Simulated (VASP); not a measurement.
Band structure of AgI (wurtzite). Computed with PBE GGA, VASP's PBE PAW potentials (set 64) (plane waves; VASP 6.6.1).

Unless said otherwise, spin-orbit coupling is left out, though it shifts the bands of the heavy elements here.

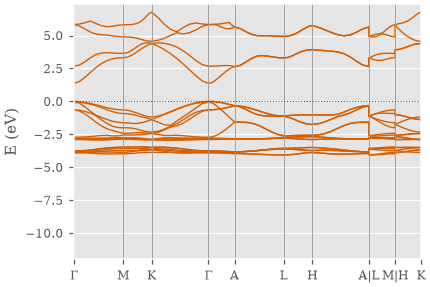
Figure: Bands along high-symmetry lines, zero at the valence-band maximum or, without a gap, the Fermi level

Read the plot: is there a gap, and where are the band edges?

The gap is direct, 1.37 eV, from the valence maximum at Γ to the conduction minimum at Γ. (Edges off the drawn lines would not show.)

The compound is AgI in the wurtzite structure. It was relaxed first, which changed the volume by +5 %.
